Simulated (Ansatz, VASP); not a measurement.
## Cross-check of SnO2 (Cassiterite) between VASP and Ansatz

One calculation is typed for both programs; each brings its own data sets and cutoff. How far apart do they land?

Program: Ansatz 0.2.0. Level of theory: plane waves, with VASP 6.6.1 beside it; band structure at PBE, band structure at r2SCAN and band structure at r2SCAN, spin-orbit coupling. Results are calculated unless marked as measured.

**1. Starting point**

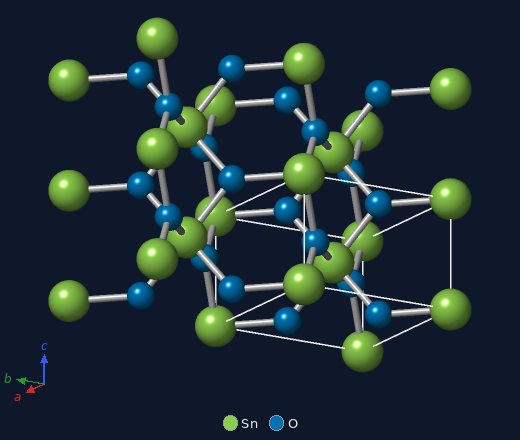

The cell as given, from a free direction (tin green, oxygen blue). 1×2×2 cells are drawn. Some periodic images of atoms are drawn too.

**2. Ansatz: band structure, PBE**

Ansatz runs on its default PAW (the set named soft_2) files.

The same path points are solved in both programs, so levels can be compared one by one.

Input file input.yaml:

```yaml
crystal:
  lattice:
    - [4.738, 0.0, 0.0]
    - [0.0, 4.738, 0.0]
    - [0.0, 0.0, 3.1865]
  atoms:
    - { symbol: Sn, position: [0.5, 0.5, 0.5] }
    - { symbol: Sn, position: [0.0, 0.0, 0.0] }
    - { symbol: O, position: [0.8059385347, 0.1940614653, 0.5] }
    - { symbol: O, position: [0.6940614653, 0.6940614653, 0.0] }
    - { symbol: O, position: [0.1940614653, 0.8059385347, 0.5] }
    - { symbol: O, position: [0.3059385347, 0.3059385347, 0.0] }
hamiltonian:
  xc: pbe
  pseudopotentials: { kind: paw }
kpoints:
  mp_grid: { grid: [6, 6, 6] }
  band_path:
    path:
      - [0.0, 0.0, 0.0]
      - [0.0, 0.14286, 0.0]
      - [0.0, 0.28571, 0.0]
      - [0.0, 0.5, 0.0]
      - [0.07143, 0.5, 0.0]
      - [0.28571, 0.5, 0.0]
      - [0.42857, 0.5, 0.0]
      - [0.42857, 0.42857, 0.0]
      - [0.28571, 0.28571, 0.0]
      - [0.07143, 0.07143, 0.0]
      - [0.0, 0.0, 0.0]
      - [0.0, 0.0, 0.14286]
      - [0.0, 0.0, 0.35714]
      - [0.0, 0.0, 0.5]
      - [0.0, 0.14286, 0.5]
      - [0.0, 0.28571, 0.5]
      - [0.0, 0.5, 0.5]
      - [0.07143, 0.5, 0.5]
      - [0.28571, 0.5, 0.5]
      - [0.42857, 0.5, 0.5]
      - [0.5, 0.5, 0.5]
      - [0.28571, 0.28571, 0.5]
      - [0.14286, 0.14286, 0.5]
      - [0.0, 0.5, 0.0]
      - [0.0, 0.5, 0.14286]
      - [0.0, 0.5, 0.35714]
      - [0.0, 0.5, 0.5]
      - [0.5, 0.5, 0.14286]
      - [0.5, 0.5, 0.28571]
      - [0.5, 0.5, 0.5]
    npoints: 1
scf:
  occupations: { method: gaussian, width: 0.03 }
  n_extra_bands: 9
output:
  forces: true
  stress: true
  eigenvalues: true
```

Started as:

```console
> ansatz run input.yaml --threads 4 --pin off --max-ram 9216MiB --backend cpu --events-out ev --progress --plain --runs-dir out
```

Numbers of over 12 decimals in the logs are rounded to 6 here.

Log:

```text
scf.n_extra_bands = 9 over 26 filled bands (N_el = 52.0): the run solves 35 bands
Engine: ansatz 0.2.0, x86_64-unknown-linux-gnu
Pseudopotentials: kind: paw
Pseudopotential: Sn, paw, valence charge 14, recommended cutoff 420 eV (normal), Sn.paw.azcp
Pseudopotential: O, paw, valence charge 6, recommended cutoff 420 eV (normal), O.paw.azcp
Functional definition: PBE
  parameter kappa = 0.804
  parameter beta = 0.066725
  exchange = pbe_x(kappa = kappa, mu = beta*pi^2/3)
  correlation = pbe_c(beta = beta)
Crystal: 6 atoms, lattice volume = 71.533 Å³
Basis set: ecut = 420 eV, 1411 PW (Γ), exchange–correlation on 64×64×48 points (8 copies of the dense FFT grid, shifted against one another)
Bands: 35, of which v1, the nominal top of the filled ones, is band 26 counted from 1 (25 counted from 0)
Symmetry: 16 space group operations
Space group: P42/mnm (ITA 136), of the structure as read, at distance tolerance 4.2e-5 Å
k-points: 40 of 216
Non-local potential: Sn, projectors of the file, l = 0: 2, l = 1: 2, l = 2: 2, l = 3: 2
Non-local potential: O, projectors of the file, l = 0: 2, l = 1: 2, l = 2: 1
PAW form: soft (Blöchl's): semilocal exchange-correlation on the pseudo side does not see the compensation charge
PAW one-centre angular grid: Sn, 590 points (default); XC on 64 Gauss nodes
PAW one-centre angular grid: O, 110 points (default); XC on 64 Gauss nodes
Initial density: superposition of atomic densities (neutral atoms: chi_scale 0, normalization atom), corrected by the library's trained network
Initial wavefunctions: pseudopotential atomic-orbital guess
Functional: x = pbe(κ = 0.804, μ = 0.219515), c = pbe(β = 0.066725)
SCF iter   1: F=—  HF=-14317.842778 eV  |F-HF|=—  |Δ(HF+E_count)|=         —  Δρ=1.08e-3  dr2=2.64e-4  ethr=1.77e-3  ⟨swp⟩=6.2  Hψ=6284  notcnv=0  defer=8
preconditioner: auto → Resta (q_TF=auto, 2.587 Å⁻¹)  ε∞=3.2  [insulator: Δε(μ)=1.257 eV  Ē_g=21.133 eV  σ=0.030 eV  W_gap=1.00  n_scr=18 (ndim 8)  ℏωp=31.7 eV  f_vac=0.027  D(μ)=0.00/eV (n_scr^D=0)  ε∞_Penn≈3.2]
SCF iter   2: F=—  HF=-14317.844206 eV  |F-HF|=—  |Δ(HF+E_count)|=   1.43e-3  Δρ=5.80e-4  dr2=7.48e-5  ethr=5.09e-7  ⟨swp⟩=2.8  Hψ=2884  notcnv=0  defer=71
SCF iter   3: F=—  HF=-14317.844492 eV  |F-HF|=—  |Δ(HF+E_count)|=   2.87e-4  Δρ=1.86e-4  dr2=1.90e-5  ethr=1.44e-7  ⟨swp⟩=2.5  Hψ=2008  notcnv=0  defer=71
SCF iter   4: F=—  HF=-14317.844500 eV  |F-HF|=—  |Δ(HF+E_count)|=   7.65e-6  Δρ=4.13e-5  dr2=5.54e-7  ethr=3.64e-8  ⟨swp⟩=2.1  Hψ=1732  notcnv=0  defer=71
iter 5 did not close the SCF: its close was put off for the readings that it lacked (scf_convergence_deferred on its scf_iter line)
SCF iter   5: F=-14317.844501 eV  HF=-14317.844501 eV  |F-HF|=2.67e-7  |Δ(HF+E_count)|=   1.20e-6  Δρ=1.53e-5  dr2=7.26e-8  ethr=1.07e-9  ⟨swp⟩=2.4  Hψ=2244  notcnv=0  defer=71
SCF iter   6: F=-14317.844501 eV  HF=-14317.844501 eV  |F-HF|=5.31e-9  |Δ(HF+E_count)|=   2.80e-7  Δρ=2.88e-6  dr2=3.11e-9  ethr=1.40e-10  ⟨swp⟩=6.9  Hψ=6664  notcnv=0
SCF 1 converged in 6 iterations: F = -14317.844501 eV  dr2 = 3.11e-9
  greatest PAW one-centre occupation: 0.996 electrons in one spin orbital (limit 2), on the Sn atom at site 1 (counted from 0), in its partial waves of l = 2
NSCF: frozen V_eff on 30 k-points
SCF converged after 6 iterations
Free energy (F): -14317.844501 eV
Harris-Foulkes:  -14317.844501 eV  (|F-HF|=5.31e-9)
Internal energy: -14317.844501 eV  (E = F + TS)
E sigma→0 (E₀):  -14317.844501 eV
Fermi energy:    10.159454 eV
--- Per-component energies (eV) ---
  E_band       = -114.564077
  E_kinetic    = 1085.162649
  E_local      = -2857.233753  (includes V_loc(G=0)·N_el)
  E_nonlocal   = 134.880070
  E_hartree    = 1489.293409
  E_xc         = -1054.923599
  E_vxc        = -564.023755  (∫ρ·V_xc dr)
  E_paw        = -8930.425058  (= ΣΔE_a)
  E_vpaw       = -891.946055  (= ΣTr[D̂ρ^β])
  E_aug_tail   = 0.010016  (compensation charges beyond the density's cutoff)
  E_ewald      = -4184.608236
  E_smearing   = -0.000000  (= −TS)
  E_closure    = 0.000000  (closes the sum)
  Σ components = -14317.844501   (vs F -14317.844501, Δ=0.00e0)
--- Forces (eV/Å), atoms counted from 1 ---
  atom   1  Sn     0.00000000    -0.00000000    -0.00000000
  atom   2  Sn     0.00000000    -0.00000000     0.00000000
  atom   3  O     -0.06128213     0.06128213     0.00000000
  atom   4  O      0.06128213     0.06128213    -0.00000000
  atom   5  O      0.06128213    -0.06128213    -0.00000000
  atom   6  O     -0.06128213    -0.06128213     0.00000000
  max |Σ_I F_I| component: 6.94e-18 eV/Å
--- Stress (GPa, compression-positive) ---
        9.987491       0.000000       0.000000
        0.000000       9.987491       0.000000
        0.000000       0.000000      12.456033
  P = ⅓ Tr σ = 10.8103 GPa (108.103 kbar)
--- Band table (eV; the first three rows and the last of 40) ---
  k-point 0: bands = [... 22 lower, 8.3006, 8.7519, 8.7519, 9.5311, 10.7878, 15.7371, 15.8836, 15.8836, ... 5 higher]
  k-point 1: bands = [... 22 lower, 7.3914, 8.7695, 8.7695, 9.3005, 12.2760, 16.2272, 16.9691, 16.9691, ... 5 higher]
  k-point 2: bands = [... 22 lower, 7.1148, 8.5371, 8.5371, 8.6803, 14.3228, 16.4989, 18.4029, 18.9657, ... 5 higher]
  k-point 39: bands = [... 22 lower, 8.5743, 8.5743, 8.6948, 8.6948, 14.4000, 14.4000, 18.4637, 18.4637, ... 5 higher]
```

Run time: 1.6 s. Hardware: 4 threads of Intel Xeon at 2.60GHz (Ice Lake), shared host; peak memory 0.46 GiB.

**3. VASP: band structure, PBE**

The same cell, functional, mesh and smearing now go to VASP, with its own data sets and cutoff.

Lines of VASP's logs that name or quote its potential files are left out, and so is its time.

Input file INCAR:

```
SYSTEM = SnO2
PREC = Accurate
ENCUT = 460
EDIFF = 1E-06
NELM = 100
ISMEAR = 0
SIGMA = 0.03
LREAL = .FALSE.
ALGO = Normal
GGA = PE
NBANDS = 42
LORBIT = 11
LWAVE = .FALSE.
LCHARG = .FALSE.
KPAR = 8
LASPH = .TRUE.
```

Input file POSCAR:

```
SnO2
1.0
    4.7380000000      0.0000000000      0.0000000000
    0.0000000000      4.7380000000      0.0000000000
    0.0000000000      0.0000000000      3.1865000000
Sn O
2 4
Direct
    0.5000000000      0.5000000000      0.5000000000
    0.0000000000      0.0000000000      0.0000000000
    0.8059385347      0.1940614653      0.5000000000
    0.6940614653      0.6940614653      0.0000000000
    0.1940614653      0.8059385347      0.5000000000
    0.3059385347      0.3059385347      0.0000000000
```

Input file KPOINTS:

```
Automatic mesh
0
Gamma
6 6 6
0 0 0
```

Input file KPOINTS_OPT:

```
Line mode
8
Line-mode
Reciprocal
  0.00000000   0.00000000   0.00000000 GAMMA
  0.00000000   0.50000000   0.00000000 X

  0.00000000   0.50000000   0.00000000 X
  0.50000000   0.50000000   0.00000000 M

  0.50000000   0.50000000   0.00000000 M
  0.00000000   0.00000000   0.00000000 GAMMA

  0.00000000   0.00000000   0.00000000 GAMMA
  0.00000000   0.00000000   0.50000000 Z

  0.00000000   0.00000000   0.50000000 Z
  0.00000000   0.50000000   0.50000000 R

  0.00000000   0.50000000   0.50000000 R
  0.50000000   0.50000000   0.50000000 A

  0.50000000   0.50000000   0.50000000 A
  0.00000000   0.00000000   0.50000000 Z

  0.00000000   0.50000000   0.00000000 X
  0.00000000   0.50000000   0.50000000 R

  0.50000000   0.50000000   0.00000000 M
  0.50000000   0.50000000   0.50000000 A
```

PAW data sets: Sn_d and O (PBE family, release 64).

Started as:

```console
> mpirun -np 8 vasp_std
```

Log:

```text
[banner, memory and clock lines left out]
running    8 mpi-ranks, on    1 nodes
 distrk:  each k-point on    1 cores,    8 groups
 distr:  one band on    1 cores,    1 groups

 POSCAR found type information on POSCAR SnO
 POSCAR found :  2 types and       6 ions
|                                                                             |
|           W    W    AA    RRRRR   N    N  II  N    N   GGGG   !!!           |
|           W    W   A  A   R    R  NN   N  II  NN   N  G    G  !!!           |
|           W    W  A    A  R    R  N N  N  II  N N  N  G       !!!           |
|           W WW W  AAAAAA  RRRRR   N  N N  II  N  N N  G  GGG   !            |
|           WW  WW  A    A  R   R   N   NN  II  N   NN  G    G                |
|           W    W  A    A  R    R  N    N  II  N    N   GGGG   !!!           |
|                                                                             |
|     For optimal performance we recommend to set                             |
|       NCORE = 2 up to number-of-cores-per-socket                            |
|     NCORE specifies how many cores store one orbital (NPAR=cpu/NCORE).      |
|     This setting can greatly improve the performance of VASP for DFT.       |
|     The default, NCORE=1 might be grossly inefficient on modern             |
|     multi-core architectures or massively parallel machines. Do your        |
|     Unfortunately you need to use the default for GW and RPA                |
|     calculations (for HF NCORE is supported but not extensively tested      |
|     yet).                                                                   |
|                                                                             |

 LDA part: xc-table for (Slater+PW92), standard interpolation
 POSCAR, INCAR and KPOINTS ok, starting setup
 FFT: planning ... GRIDC
 FFT: planning ... GRID_SOFT
 FFT: planning ... GRID
 WAVECAR not read
 entering main loop
       N       E                     dE             d eps       ncg     rms          rms(c)
DAV:   1     0.584866625482E+03    0.58487E+03   -0.22595E+04  3994   0.180E+03
DAV:   2     0.518484865616E+02   -0.53302E+03   -0.49196E+03  3456   0.527E+02
DAV:   3    -0.391227866691E+02   -0.90971E+02   -0.89217E+02  3890   0.171E+02
DAV:   4    -0.433127488546E+02   -0.41900E+01   -0.41792E+01  3770   0.410E+01
DAV:   5    -0.434138715020E+02   -0.10112E+00   -0.10110E+00  4234   0.654E+00    0.161E+01
DAV:   6    -0.371078461917E+02    0.63060E+01   -0.12965E+01  5178   0.530E+01    0.624E+00
DAV:   7    -0.372081537980E+02   -0.10031E+00   -0.18417E+00  3602   0.672E+00    0.321E+00
DAV:   8    -0.371833008358E+02    0.24853E-01   -0.11940E-01  4450   0.302E+00    0.753E-01
DAV:   9    -0.371779811111E+02    0.53197E-02   -0.18976E-02  5448   0.220E+00    0.117E-01
DAV:  10    -0.371786838504E+02   -0.70274E-03   -0.32743E-03  3702   0.330E-01    0.512E-02
DAV:  11    -0.371787741064E+02   -0.90256E-04   -0.11055E-04  3794   0.671E-02    0.131E-02
DAV:  12    -0.371787721571E+02    0.19492E-05   -0.41353E-06  4010   0.134E-02    0.472E-03
DAV:  13    -0.371787711243E+02    0.10328E-05   -0.82535E-07  2760   0.180E-02    0.199E-03
DAV:  14    -0.371787713139E+02   -0.18962E-06   -0.48397E-07  1908   0.446E-03
   1 F= -.37178771E+02 E0= -.37178771E+02  d E =-.221605E-29
 Start KPOINTS_OPT (optional k-point list driver)
k-point batch [1-40\72]
       N       E                     dE             ncg
DAV:   1     0.127896230027E+05   -0.25050E+05     4072
DAV:   2    -0.782860946904E+04   -0.20618E+05     3432
DAV:   3    -0.113583406640E+05   -0.35297E+04     3932
DAV:   4    -0.115196583268E+05   -0.16132E+03     3728
DAV:   5    -0.115234662727E+05   -0.38079E+01     4366
DAV:   6    -0.115235958384E+05   -0.12957E+00     3968
DAV:   7    -0.115236053486E+05   -0.95102E-02     5054
DAV:   8    -0.115236053979E+05   -0.49289E-04     3650
DAV:   9    -0.115236053984E+05   -0.53539E-06     2562
k-point batch [41-72\72]
       N       E                     dE             ncg
DAV:   1     0.244974070862E+05   -0.43528E+05     3264
DAV:   2     0.805419074941E+04   -0.16443E+05     2760
DAV:   3     0.518796634635E+04   -0.28662E+04     3108
DAV:   4     0.505372364722E+04   -0.13424E+03     2996
DAV:   5     0.505045684311E+04   -0.32668E+01     3492
DAV:   6     0.505035548880E+04   -0.10135E+00     3152
DAV:   7     0.505034870067E+04   -0.67881E-02     3934
DAV:   8     0.505034867307E+04   -0.27594E-04     2902
DAV:   9     0.505034867273E+04   -0.34321E-06     1972
```

Parts of OUTCAR (step 3):

```text
ion  position               nearest neighbor table
   1  0.500  0.500  0.500-   3 2.05   5 2.05   4 2.06   6 2.06   4 2.06   6 2.06   2 3.71   2 3.71
                             2 3.71   2 3.71   2 3.71   2 3.71   2 3.71   2 3.71
   2  0.000  0.000  0.000-   4 2.05   6 2.05   5 2.06   3 2.06   3 2.06   5 2.06   1 3.71   1 3.71
                             1 3.71   1 3.71   1 3.71   1 3.71   1 3.71   1 3.71
   3  0.806  0.194  0.500-   1 2.05   2 2.06   2 2.06
   4  0.694  0.694  0.000-   2 2.05   1 2.06   1 2.06
   5  0.194  0.806  0.500-   1 2.05   2 2.06   2 2.06
   6  0.306  0.306  0.000-   2 2.05   1 2.06   1 2.06

  LATTYP: Found a simple tetragonal cell.
 ALAT       =     4.7380000000
 C/A-ratio  =     0.6725411566

 Subroutine GETGRP returns: Found 16 space group operations
 (whereof  8 operations were pure point group operations)

The static configuration has the point symmetry D_2h.
 The point group associated with its full space group is D_4h.

 Found     40 irreducible k-points:

   k-points           NKPTS =     40   k-points in BZ     NKDIM =     40   number of bands    NBANDS=     42

   dimension x,y,z NGX =    36 NGY =   36 NGZ =   24
   dimension x,y,z NGXF=    72 NGYF=   72 NGZF=   48

   ENCUT  =  460.0 eV  33.81 Ry    5.81 a.u.   8.29  8.29  5.57*2*pi/ulx,y,z

   NELECT =      52.0000    total number of electrons

 k-points in reciprocal lattice and weights: Automatic mesh
   0.00000000  0.00000000  0.00000000       0.005
   0.16666667  0.00000000  0.00000000       0.019
   0.33333333  0.00000000  0.00000000       0.019
   0.50000000  0.00000000  0.00000000       0.009
   0.16666667  0.16666667  0.00000000       0.019
   0.33333333  0.16666667  0.00000000       0.037
   0.50000000  0.16666667  0.00000000       0.019
   0.33333333  0.33333333  0.00000000       0.019
   0.50000000  0.33333333  0.00000000       0.019
[...]
0.50000000  0.33333333  0.50000000       0.019
   0.50000000  0.50000000  0.50000000       0.005

 average (electrostatic) potential at core
       1 -99.2965       2 -99.2965       3 -67.8101       4 -67.8101       5 -67.8101
       6 -67.8101

 E-fermi :   6.3771

 k-point     1 :       0.0000    0.0000    0.0000
  band No.  band energies     occupation
    ...
     22       4.9092      2.00000
     23       4.9092      2.00000
     24       5.3611      2.00000
     25       5.3611      2.00000
     26       6.1470      2.00000
     27       7.3953      0.00000
     28      12.3377      0.00000
     29      12.4804      0.00000
     30      12.4804      0.00000
     31      16.5932      0.00000
    ...

 k-point     2 :       0.1667    0.0000    0.0000
  band No.  band energies     occupation
    ...
     22       4.8224      2.00000
     23       4.9162      2.00000
     24       4.9328      2.00000
     25       5.3808      2.00000
     26       6.0069      2.00000
     27       8.0860      0.00000
     28      12.0821      0.00000
     29      12.6036      0.00000
     30      12.7518      0.00000
     31      16.8504      0.00000
    ...

 k-point     3 :       0.3333    0.0000    0.0000
  band No.  band energies     occupation
    ...
     22       4.5033      2.00000
     23       4.9338      2.00000
     24       4.9557      2.00000
     25       5.4318      2.00000
     26       5.7064      2.00000
     27       9.3436      0.00000
     28      11.5360      0.00000
     29      12.9546      0.00000
     30      13.1264      0.00000
     31      17.1398      0.00000
    ...

  Total        4.3565776      4.3565776      5.6408198      0.0000000      0.0000000      0.0000000
  in kB       97.5780193     97.5780193    126.3422976      0.0000000      0.0000000      0.0000000
  external PRESSURE =     107.1661121 kB  Pullay stress =       0.0000000 kB

  energy-cutoff  :      460.00
  volume of cell :       71.53
      direct lattice vectors                 reciprocal lattice vectors
     4.738000000  0.000000000  0.000000000     0.211059519  0.000000000  0.000000000
     0.000000000  4.738000000  0.000000000     0.000000000  0.211059519  0.000000000
     0.000000000  0.000000000  3.186500000     0.000000000  0.000000000  0.313823945

 POSITION                                       TOTAL-FORCE (eV/Angst)
 -----------------------------------------------------------------------------------
      2.36900      2.36900      1.59325        -0.000000      0.000000      0.000000
      0.00000      0.00000      0.00000        -0.000000      0.000000      0.000000
      3.81854      0.91946      1.59325        -0.072878      0.072878      0.000000
      3.28846      3.28846      0.00000         0.072878      0.072878      0.000000
      0.91946      3.81854      1.59325         0.072878     -0.072878      0.000000
      1.44954      1.44954      0.00000        -0.072878     -0.072878     -0.000000
 -----------------------------------------------------------------------------------
    total drift:                                0.000000      0.000000      0.000000

  FREE ENERGIE OF THE ION-ELECTRON SYSTEM (eV)
  ---------------------------------------------------
  free  energy   TOTEN  =       -37.1787713139 eV

  energy  without entropy=      -37.1787713139  energy(sigma->0) =      -37.17877131

 total charge
# of ion       s       p       d       tot
------------------------------------------
    1        0.880   1.100  10.387  12.368
    2        0.880   1.100  10.387  12.368
    3        1.568   3.522   0.000   5.090
    4        1.568   3.522   0.000   5.090
    5        1.568   3.522   0.000   5.090
    6        1.568   3.522   0.000   5.090
--------------------------------------------------
tot          8.034  16.287  20.775  45.096

[... 3 further parts left out ...]
```

The run ends at a pressure of 10.72 GPa, with forces up to 0.10 eV/Å.

(Continued in part 2 of 3.)

[Lines on the potential files, build, host, timing and source positions are cut from VASP's logs without a mark.]

[Logs are printed without paths, hosts, clocks, repeated set-up lines and the standing remarks that a program may print on its own settings, such as how far it seeks lower states.]

[Hosts, paths, dates, database ids (printed as entryN), source tags and the programs' standing remarks are cut or masked in the printed files.]
